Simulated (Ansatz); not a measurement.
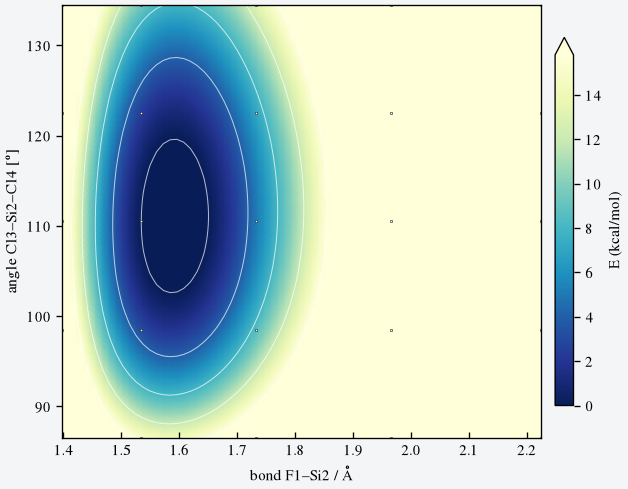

Cl₂FSi, SMILES F[Si](Cl)Cl, spin multiplicity 2. Two internal coordinates are moved rigidly from the geometry relaxed at PBE0-D4/def2-TZVP, all others fixed. Coordinates scanned: (1) bond F1–Si2; (2) angle Cl3–Si2–Cl4. Grid: 5 × 5 points. Points are written as (first, second). All energies are given in kcal/mol relative to the lowest grid point. All numbers below come from UHF-CCSD(T), frozen core/def2-TZVPP (Ansatz).

In the figure: a smooth colour map with a few white contour lines, dots at the grid points, one colour for all values above the top of the scale. Between grid points the surface is interpolated.

> Estimate the position of the minimum and the force constants in these coordinates.

The interpolated minimum is at bond F1–Si2 ≈ 1.592 Å, angle Cl3–Si2–Cl4 ≈ 110.7°. The curvatures there are about 38 eV/Å² and 5.2 eV/rad², with a cross term of about −0.5 eV/(Å·rad). Round the minimum the two coordinates are nearly uncoupled. (1 eV is 23.1 kcal/mol.)
